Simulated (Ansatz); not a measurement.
MgS: pressure series

Base system: MgS in the rock salt structure (space group Fm-3m, No. 225; a = 5.1820 Å).

Cell and atoms are relaxed at each pressure.

All numbers come from DFT with PBEsol, PAW potentials and a 420 eV plane-wave cutoff in Ansatz (an electronic-structure program), no spin-orbit coupling.

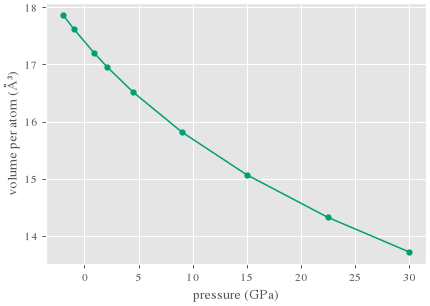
*Volume against pressure*

**Question.** Estimate the zero-pressure bulk modulus from the plot.

**Answer.** About 78 GPa; a third-order Birch–Murnaghan fit to the points gives V₀ = 17.39 Å³/atom, B₀ = 78 GPa and B₀′ = 4.0.

Measured bulk modulus of MgS: 81 GPa (static lattice; corrected from measurement; as listed in Tamar Goldzak et al., The Journal of Chemical Physics (2022)); the computed value is 3 % below it.

Between the base and pressure 9 GPa the gap moves from 2.73 eV to 2.91 eV, a mean slope of 20 meV/GPa.

Load acts through the strain it causes; cell and atoms are relaxed under it. Whether these cells are dynamically stable was not tested. No other phases were tried under pressure.
